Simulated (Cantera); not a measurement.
A closed system holds: 1 mol AlN, 0.12 mol Cl₂, equilibrated at 0.160 bar.

Cantera equilibrium calculation (NASA polynomials, part measured and part estimated; ideal gas, pure solids and liquids). Candidate condensed phases: Al, AlCl₃, AlN; 11 gas species. The tables' values for AlCl₂ are old estimates; treat these amounts as uncertain. The numbers say what is thermodynamically allowed, not how fast it happens.

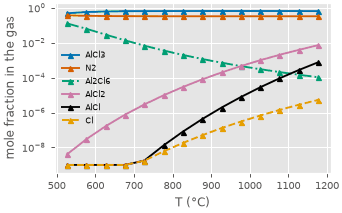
*Equilibrium gas composition (values under 1e-9 drawn at 1e-9)*

From 527 °C to 1177 °C the condensed part is AlN(s). The main Al-bearing gas is AlCl₃ throughout.
